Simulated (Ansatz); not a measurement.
# Cl2Cu (charge -1): harmonic frequencies at the relaxed geometry in Python

At which frequencies does Cl2Cu (charge -1) vibrate? A script is to give harmonic frequencies at the relaxed geometry; the system is Cl2Cu (charge -1). SMILES: Cl[Cu-]Cl.

Program: Ansatz 0.2.0 through its Python package. Level of theory: CAM-B3LYP/def2-SVP. These are calculated values, not measurements.

## Step 1: Starting point

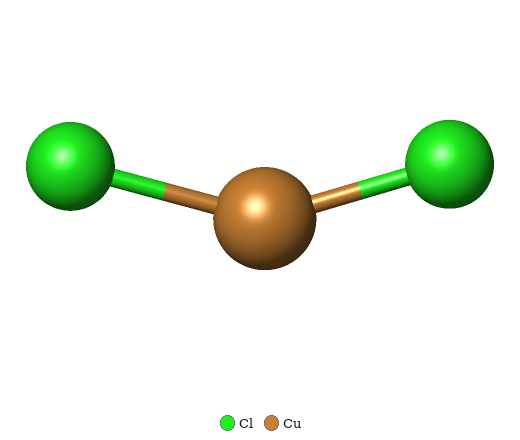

The starting structure, viewed from a chosen angle; chlorine green, copper orange.

No structure file is read: the coordinates are typed or built in the script.

## Step 2: Script

File cl2cu.py:

```python
"""Vibrations and zero-point energy of Cl2Cu(-)."""

import itertools

import ansatz as az
from ase.data import atomic_numbers, covalent_radii
import numpy as np

GEOMETRY = """
Cl   -2.05320   -0.20390   -0.00000
Cu   -0.03490    0.39780   -0.00000
Cl    2.08820   -0.19380    0.00000
"""

geometry = az.Crystal.molecule()
for line in GEOMETRY.strip().splitlines():
    symbol, *xyz = line.split()
    geometry = geometry.atom(symbol, [float(v) for v in xyz])

model = (
    geometry.calculation()
    .basis(gaussian="def2-SVP")
    .functional("CAM-B3LYP")
    .charge(-1)
)
symbols = [site.symbol for site in geometry.cartesian_sites]
start = np.array([site.position_ang for site in geometry.cartesian_sites], dtype=float)
summary = model.relax(force_tolerance=0.003).run(threads=1).report
end = np.array(summary["positions_ang"])

# pairs closer than 1.2 times the sum of covalent radii, before or after
radius = [covalent_radii[atomic_numbers[s]] for s in symbols]
span = lambda where, i, j: np.linalg.norm(where[i] - where[j])
bonded = [(i, j) for i, j in itertools.combinations(range(len(symbols)), 2) if min(span(start, i, j), span(end, i, j)) < 1.2 * (radius[i] + radius[j])]
print("pair        before    after (A)")
for i, j in bonded:
    print(f"{symbols[i]}{i}-{symbols[j]}{j}".ljust(10), f"{span(start, i, j):8.4f} {span(end, i, j):8.4f}")
for first, second in list(itertools.combinations(bonded, 2)):
    shared = set(first) & set(second)
    if shared and symbols[(j := shared.pop())] != "H":
        i, k = sorted((set(first) | set(second)) - {j})
        u, v = end[i] - end[j], end[k] - end[j]
        angle = np.degrees(np.arccos(np.clip(u @ v / np.linalg.norm(u) / np.linalg.norm(v), -1, 1)))
        print(f"final angle {symbols[i]}{i}-{symbols[j]}{j}-{symbols[k]}{k}: {angle:.2f} deg")

# frequencies need a stationary point, so they are taken at the relaxed geometry
minimum = az.Crystal.molecule()
for symbol, place in zip(symbols, end):
    minimum = minimum.atom(symbol, place.tolist())
vibrating = (
    minimum.calculation()
    .basis(gaussian="def2-SVP")
    .functional("CAM-B3LYP")
    .charge(-1)
    .phonons(temperatures=(200, 600, 100))
)
vib = vibrating.run(threads=1).report["vibrations"]
sums = vib["harmonic_sums"]
modes = [m["omega_inv_cm"] for m in sums["modes_at_gamma"] if m["rigid_motion"] == "no"]
for number, w in enumerate(modes, start=1):
    print(f"mode {number:2d} {w:9.1f} 1/cm {w / 8065.544 * 1000:8.2f} meV")
print("imaginary modes:", sum(w < 0 for w in modes), " zero-point energy:", round(sums["zero_point_energy_ev"], 4), "eV")
print("T (K)   F_vib (eV)   S_vib (meV/K)   C_vib (meV/K)")
for row in zip(sums["temperatures_k"], sums["vibrational_free_energy_ev"], vib["entropy_ev_per_k"], vib["heat_capacity_ev_per_k"]):
    print(f"{row[0]:6.1f} {row[1]:11.4f} {1000 * row[2]:13.4f} {1000 * row[3]:15.4f}")
```

## Step 3: What the engine is handed

The package turns the script's settings into the engine's input (first run):

```yaml
crystal:
  periodic: [false, false, false]
  atoms:
    - { symbol: Cl, position_ang: [-2.0532, -0.2039, -0.0] }
    - { symbol: Cu, position_ang: [-0.0349, 0.3978, -0.0] }
    - { symbol: Cl, position_ang: [2.0882, -0.1938, 0.0] }
basis:
  gaussian:
    orbitals: def2-SVP
hamiltonian:
  xc: cam_b3lyp
total_charge: -1.0
relax:
  f_tol: 0.003
```

## Step 4: Running it

The run is started by

```bash
> python cl2cu.py
```

Q: Predict the main results. Wanted: moves of the relaxation of run 1; energy gained in run 1; last largest force component of run 1; highest frequency; imaginary modes; zero-point energy.

**Answer**, as computed:

| quantity | value |
| --- | --- |
| runs compared | 2 |
| moves of the relaxation of run 1 | 4 |
| energy gained in run 1 | 0.300 eV |
| last largest force component of run 1 | 0.0015 eV/Å |
| highest frequency | 417 cm⁻¹ |
| imaginary modes | 0 |
| zero-point energy | 0.058 eV |

**Reading.** Run 1: The relaxation took 4 moves; the largest shift is 0.399 Å, of atom 2 (Cu). All frequencies are real, so the geometry is a minimum. The values are harmonic; measured fundamentals also hold anharmonic shifts, mostly downward for stretches. The frequencies are harmonic and unscaled, in a modest basis. Anions want diffuse functions, which this basis lacks.
